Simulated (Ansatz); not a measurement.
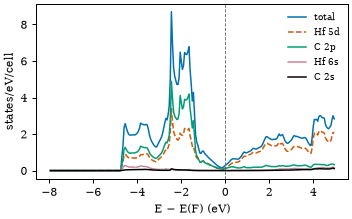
Fig. 1. Total and projected density of states of HfC in space group P6_3/mmc (No. 194; Hf on 2d, C on 2c), the program Ansatz at the PBE level (PAW)

**Question.** Which orbitals carry the states next to the Fermi level?

**Answer.** Within 0.5 eV of the Fermi level: Hf 5d 59 %, C 2p 39 %. Projections are on Löwdin-orthogonalised atomic valence shells; empty p or d shells of many metals are not among them.

**Question.** Where is the tallest occupied peak in this window, and what makes it?

**Answer.** Near -2.4 eV, about 8.7 states/eV per cell; the largest projected share is C 2p.

The start of the workflow was typed in or built on a structure type; the Crystallography Open Database copy checked does not list it. It is not the phase usual at ambient conditions (space group No. 225). Symmetry was held in the PBE relaxation; its stability against distortions is not shown here. The run is not spin-polarised. Scalar-relativistic: spin–orbit coupling is off unless named, which matters more the heavier the elements.

Potentials: the later of the program's two PAW sets.
